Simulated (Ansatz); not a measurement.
CH₈FNSi₂: several calculations on one system

## 1. Relaxation

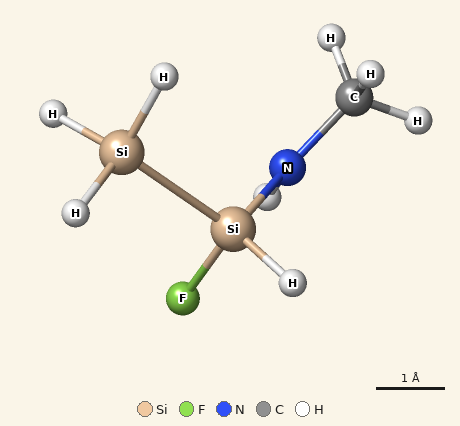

CH$_{8}$FNSi$_{2}$, before the relaxation. A ball-and-stick model, seen from a free direction.

The run prepares an end point of a later path (reaction) calculation, from a guessed geometry.

The calculation used UKS PBE0/def2-SVP in Ansatz 0.2.0.

Input
```yaml
crystal:
  periodic: [false, false, false]
  atoms:
    - { symbol: Si, position_ang: [-1.008656, 0.145324, -0.345398] }
    - { symbol: F, position_ang: [-1.678201, -0.778805, -1.546763] }
    - { symbol: "N", position_ang: [-0.134068, -1.135074, 0.370514] }
    - { symbol: C, position_ang: [0.654512, -1.343134, 1.550417] }
    - { symbol: H, position_ang: [-0.360228, -1.934724, -0.218891] }
    - { symbol: H, position_ang: [-2.106118, 0.729893, 0.490105] }
    - { symbol: Si, position_ang: [0.277528, 1.842636, -1.337891] }
    - { symbol: H, position_ang: [1.665878, -1.727268, 1.324513] }
    - { symbol: H, position_ang: [0.788268, -0.395329, 2.093938] }
    - { symbol: H, position_ang: [0.180355, -2.049037, 2.25446] }
    - { symbol: H, position_ang: [1.191869, 1.249874, -2.361081] }
    - { symbol: H, position_ang: [-0.581, 2.882596, -1.98548] }
    - { symbol: H, position_ang: [1.109762, 2.513147, -0.288343] }
magnetization:
  spin_polarized: true
basis:
  gaussian: { orbitals: def2-SVP }
hamiltonian:
  xc: pbe0
relax:
  f_tol: 0.03
  max_steps: 50
```

Command:
```bash
ansatz run input.yaml --threads 4 --pin off --max-ram 5120MiB --backend cpu --events-out ev --progress --plain --runs-dir out
```

Question: Where does the relaxation end?

Answer: The energy falls by 8.06 kcal/mol in 21 geometry steps. Largest force component: 0.68 eV/Å at the start, 0.024 eV/Å at the end. H5 moves most after the best rigid fit: 1.70 Å. Largest moves by element: H 1.70 Å, F 0.78 Å, N 0.63 Å, C 0.42 Å, Si 0.32 Å. Near-neighbour distances that change, for instance: Si1–F2 1.657 → 1.640 Å, N3–C4 1.434 → 1.446 Å, Si1–Si7 2.350 → 2.342 Å, Si1–H6 1.498 → 1.490 Å. Among the angles between lasting bonds that change: F2–Si1–N3 95.3° → 114.0°, Si1–N3–H5 103.4° → 118.1°, Si1–N3–C4 137.3° → 126.3°. Groups turn about Si1–N3 by about 85°. Cost: 110 s on 4 threads of Arm Neoverse N1, on a shared host, peak memory 0.39 GiB.

Step by step:

```csv
step,"E − E(0), kcal/mol","largest force component, eV/Å"
0,0.00,0.6772
1,-1.62,0.4526
2,-2.66,0.4518
3,-2.98,0.4283
4,-3.01,0.7577
5,-3.35,0.2629
6,-3.49,0.0703
7,-3.55,0.4537
8,-3.75,0.1311
9,-4.19,0.2363
10,-4.36,0.5170
11,-4.45,0.6009
12,-5.87,0.2863
13,-6.55,0.1879
14,-7.08,0.2869
15,-7.38,0.2642
16,-7.74,0.1354
17,-7.94,0.1639
18,-8.02,0.0811
19,-8.06,0.0431
20,-8.06,0.0406
21,-8.06,0.0239
```

The structure at the end:

```xyz
13

Si   -0.8055    0.2926   -0.1408
F    -2.0366   -0.4226   -0.9549
N     0.4000   -0.7979    0.3966
C     0.3436   -1.6170    1.5873
H     1.1158   -1.0825   -0.2639
H    -1.4316    0.8994    1.0681
Si    0.1865    1.8101   -1.6232
H     1.3097   -1.6259    2.1201
H    -0.4041   -1.2081    2.2839
H     0.0604   -2.6658    1.3831
H     0.9909    1.0605   -2.6402
H    -0.8370    2.6327   -2.3366
H     1.1078    2.7247   -0.8795
```

The end point in the same view:

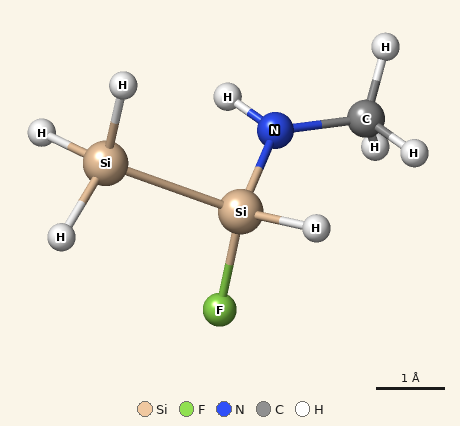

## 2. Relaxation

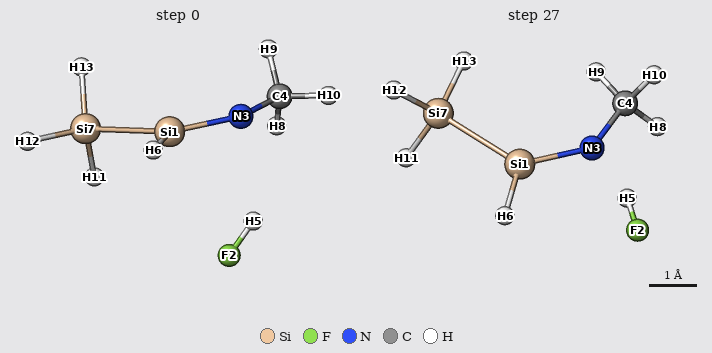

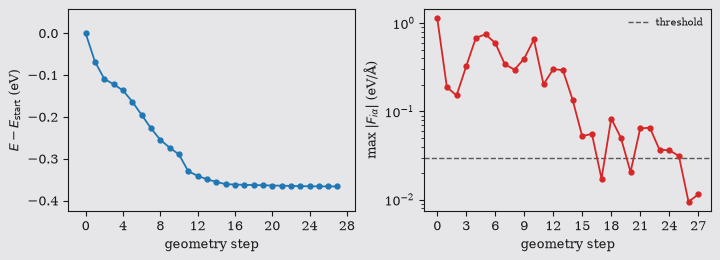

First and last geometry of a relaxation of CH₈FNSi₂, with the history of the run. The picture is a ball-and-stick view, seen from a free direction.

The run prepares an end point of a later path (reaction) calculation, from a guessed geometry.

These are results of Ansatz 0.2.0, UKS PBE0/def2-SVP, not measurements.

Input file:
```yaml
crystal:
  periodic: [false, false, false]
  atoms:
    - { symbol: Si, position_ang: [-0.913666, 0.492666, 0.0317] }
    - { symbol: F, position_ang: [-1.419781, -1.983224, -1.5456] }
    - { symbol: "N", position_ang: [-0.470962, -0.680119, 1.030119] }
    - { symbol: C, position_ang: [0.71895, -1.239511, 1.575203] }
    - { symbol: H, position_ang: [-1.299383, -2.046682, -0.642397] }
    - { symbol: H, position_ang: [-2.378001, 0.67355, -0.159916] }
    - { symbol: Si, position_ang: [0.429239, 2.010164, -1.183013] }
    - { symbol: H, position_ang: [1.445267, -1.562305, 0.803808] }
    - { symbol: H, position_ang: [1.256371, -0.525651, 2.227948] }
    - { symbol: H, position_ang: [0.499359, -2.125522, 2.19845] }
    - { symbol: H, position_ang: [1.229139, 1.257975, -2.19654] }
    - { symbol: H, position_ang: [-0.45551, 2.995787, -1.876594] }
    - { symbol: H, position_ang: [1.358879, 2.732973, -0.263068] }
magnetization:
  spin_polarized: true
basis:
  gaussian: { orbitals: def2-SVP }
hamiltonian:
  xc: pbe0
relax:
  f_tol: 0.03
  max_steps: 50
```

Run as
```bash
ansatz run input.yaml --threads 4 --pin off --max-ram 5120MiB --backend cpu --events-out ev --progress --plain --runs-dir out
```

What do the curves and the structures tell?

It converged. After 27 geometry steps the energy has fallen by 0.366 eV. Largest force component: 1.1 eV/Å at the start, 0.011 eV/Å at the end. The forces were under the threshold at step 17, but the run went on from there. The atom that moves furthest after the best rigid fit is H6 (1.69 Å). Largest moves by element: H 1.69 Å, F 1.62 Å, Si 0.84 Å, N 0.77 Å, C 0.28 Å. Among the contacts that change: F2–H5 0.913 → 0.957 Å, Si1–N3 1.603 → 1.616 Å, Si1–Si7 2.363 → 2.351 Å, N3–C4 1.423 → 1.428 Å. Bond angles that change, for instance: Si1–N3–C4 139.2° → 133.6°, H6–Si1–Si7 114.5° → 118.5°, N3–Si1–Si7 129.3° → 125.5°. Groups turn about N3–C4 by about 65°, Si1–Si7 by about 50°.

```csv
step,"E − E(0), eV","largest force component, eV/Å"
0,0.0000,1.1474
1,-0.0681,0.1887
2,-0.1091,0.1519
3,-0.1220,0.3251
4,-0.1366,0.6835
5,-0.1634,0.7482
6,-0.1950,0.5975
7,-0.2268,0.3422
8,-0.2547,0.2978
9,-0.2732,0.3979
10,-0.2896,0.6546
11,-0.3297,0.2030
12,-0.3406,0.3018
13,-0.3489,0.2941
14,-0.3550,0.1367
15,-0.3605,0.0525
16,-0.3614,0.0558
17,-0.3622,0.0173
18,-0.3627,0.0832
19,-0.3632,0.0504
20,-0.3638,0.0206
21,-0.3642,0.0642
22,-0.3647,0.0656
23,-0.3653,0.0368
24,-0.3656,0.0364
25,-0.3658,0.0314
26,-0.3659,0.0095
27,-0.3660,0.0115
```

Limits of the set-up: the start holds two separate molecules, 2.3 Å apart at their closest, whose relative position is a soft coordinate and is computed without a dispersion correction.

## 3. Path

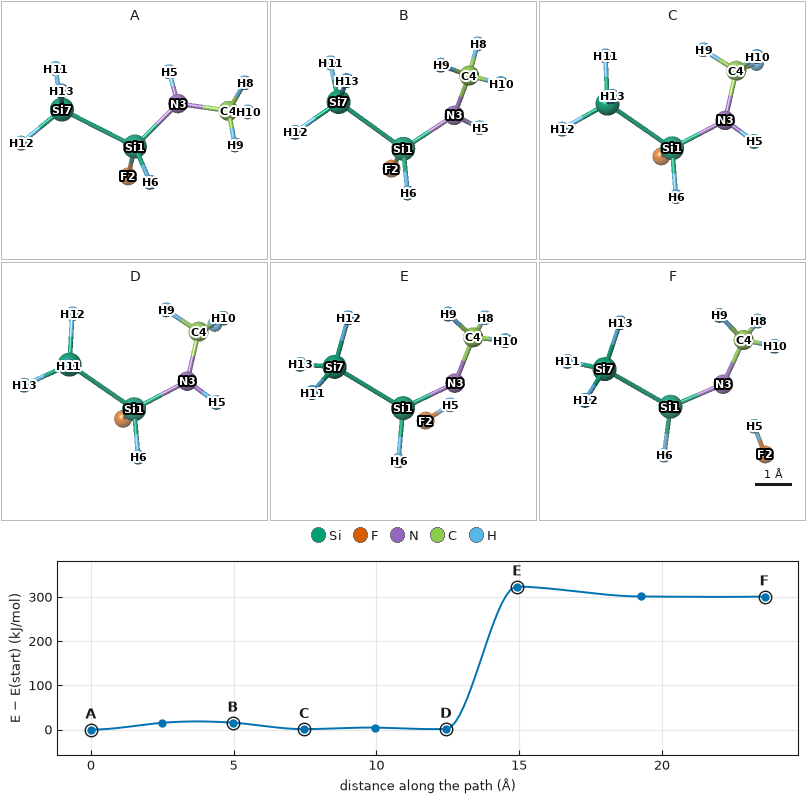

A nudged-elastic-band calculation for CH8FNSi2. Images are numbered from 0 (start) to 8 (end). Frames A to F are images 0, 2, 3, 5, 6, 8. Style: ball-and-stick. Shown face on.

These are results of Ansatz 0.2.0, UKS PBE0/def2-SVP, not measurements. Run with 7 movable images; climbing image; force threshold 0.05 eV/Å; iteration limit 60; starting path through a guess of the saddle point.

> Read off the barrier and say what moves.

The path has more than one stage, and so few images may leave a stage unresolved. Breaking: N3–H5 (1.01 → 1.56 at the top → 1.66 Å), Si1–F2 (1.64 → 2.31 at the top → 3.27 Å). Forming: F2–H5 (3.29 → 1.01 at the top → 0.96 Å). The highest point, image 6, lies 323.8 kJ/mol above the start and 22.7 kJ/mol above the end; the end is at +301.1 kJ/mol relative to the start. The band converged in 41 iterations. The largest component of the band force went from 5.7 to 0.049 eV/Å. The climbing image converged on the top of the path. Its vibrational analysis gives one imaginary mode (231i cm⁻¹), as a transition state must have.

The run took 21 min on 4 threads of Arm Neoverse N1, with other jobs on the host, peak memory 0.45 GiB.
